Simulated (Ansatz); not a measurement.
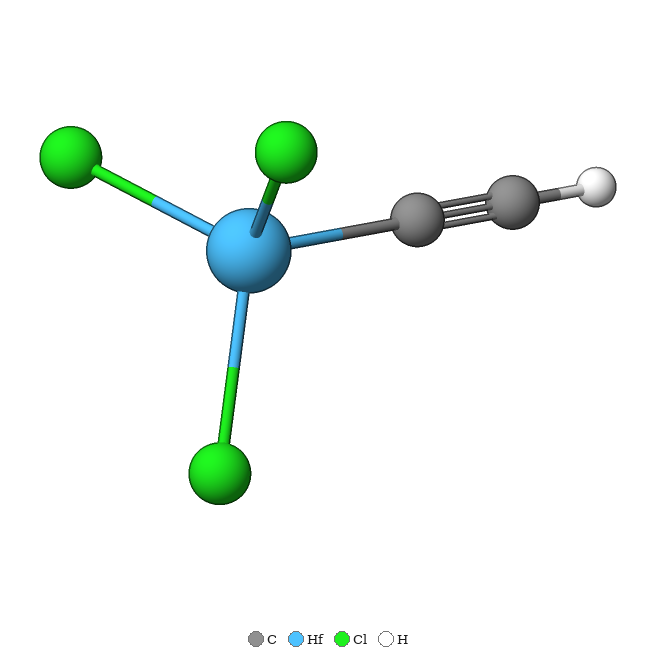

Charge 0, singlet. Harmonic vibrations computed with RKS PBE0-D4/def2-TZVP, core potentials on Hf (Ansatz 0.2.0) at a stationary point of the same level.

Is this a minimum or a saddle point?

Answer. A minimum: no imaginary frequency, and the lowest mode lies at 69 cm⁻¹.

List the wavenumbers.

Answer. 15 modes: 69, 69, 95, 97, 97, 208, 208, 382, 396, 396, 444, 746, 746, 2089, 3449 cm⁻¹.
